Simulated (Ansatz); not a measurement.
**C$_{3}$H$_{8}$O$_{2}$Si (SMILES C=CO[SiH](C)O): density, localisation and related maps**

Input

```
crystal:
  periodic: [false, false, false]
  atoms:
    - { symbol: C, position_ang: [0.1985, -2.9822, -0.1978] }
    - { symbol: C, position_ang: [0.2714, -1.7293, 0.3363] }
    - { symbol: O, position_ang: [-0.011, -0.5871, -0.3966] }
    - { symbol: Si, position_ang: [0.2538, 0.9268, 0.3143] }
    - { symbol: C, position_ang: [-0.0481, 2.2729, -0.9328] }
    - { symbol: O, position_ang: [-0.908, 1.0396, 1.5705] }
    - { symbol: H, position_ang: [-0.1289, -3.0508, -1.2401] }
    - { symbol: H, position_ang: [0.3921, -3.8157, 0.36] }
    - { symbol: H, position_ang: [0.585, -1.5733, 1.4106] }
    - { symbol: H, position_ang: [1.5394, 1.0258, 0.9246] }
    - { symbol: H, position_ang: [0.057, 3.2607, -0.4222] }
    - { symbol: H, position_ang: [0.7035, 2.2151, -1.7062] }
    - { symbol: H, position_ang: [-1.0963, 2.2676, -1.3797] }
    - { symbol: H, position_ang: [-1.8212, 0.7006, 1.3879] }
basis:
  gaussian: { orbitals: def2-SVP }
hamiltonian:
  xc: pbe
  dispersion: d4
relax:
  f_tol: 0.015
  max_steps: 40
output:
  orbitals: {}
```

Command:

```sh
ansatz run input.yaml --threads 2 --pin off --max-ram 3072MiB --backend cpu --events-out ev --progress --plain --runs-dir out
```

The fields are those of the run's last geometry, not of the input's.

These are results of RKS PBE-D4/def2-SVP in Ansatz, not measurements.

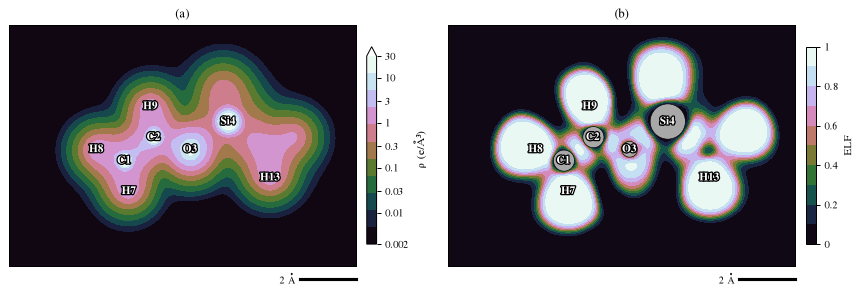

Figure 1. (a) electron density; (b) electron localisation function on the plane of atoms C2, C1 and H8. Grey discs cover the atomic cores in the ELF map.

Question: What do the fields say about this system?

Answer: The plane passes through C, O, Si and H nuclei. C–C (1.34 Å): the density is about 2.2 e/Å³ at the midpoint; the ELF peaks at about 0.95 between the atoms: a multiple bond. C–O (1.36 Å): ρ is about 2.3 e/Å³ halfway, with its minimum of 1.9 e/Å³ about 0.5 Å from C; the ELF peaks at about 0.90 between the atoms; a shared but strongly polarised pair. Si–O (1.70 Å): the density is about 0.98 e/Å³ at the midpoint; the ELF peaks at about 0.90 between the atoms: a polar covalent bond. C–H (1.10 Å): ρ at the midpoint is about 1.9 e/Å³; the ELF climbs to about 1 towards the hydrogen, as it does in any bond to H; an ordinary covalent bond to hydrogen. The ELF also peaks beside O3, away from the bonds: lone-pair regions.

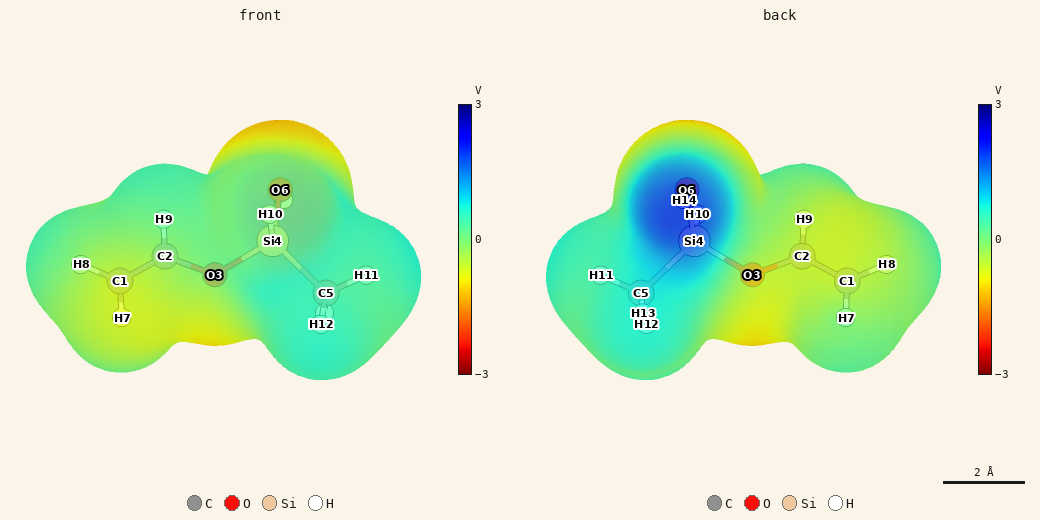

Figure 2. The electrostatic potential painted on the density surface at 0.001 e/bohr³, seen from the front and from behind; the colour scale runs from red (negative) to blue (positive).

Question: Describe the electrostatic potential map.

Answer: The most negative region (about −1.2 V, or −28 kcal/mol for a unit charge) lies over O6, the most positive (about +2.0 V, or +46 kcal/mol for a unit charge) over H14. O6 is the likeliest acceptor of a hydrogen bond.

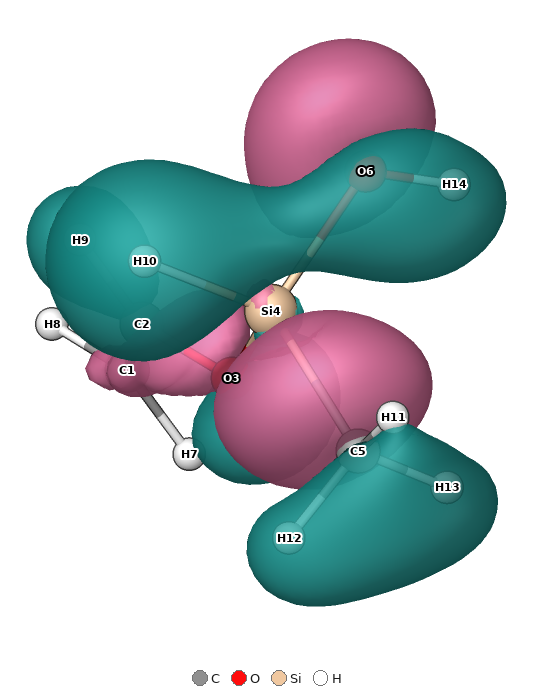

Figure 3. The HOMO−1 at ±0.08 Å⁻³ᐟ² (teal and pink are the two phases), seen at an oblique angle.

Question: What is the character of this orbital?

Answer: Its weight (Hirshfeld) is mainly on O6 (about 35 %), C5 (about 20 %), Si4 (about 15 %), H10 (about 10 %) and O3 (about 10 %). Its energy is −7.23 eV.
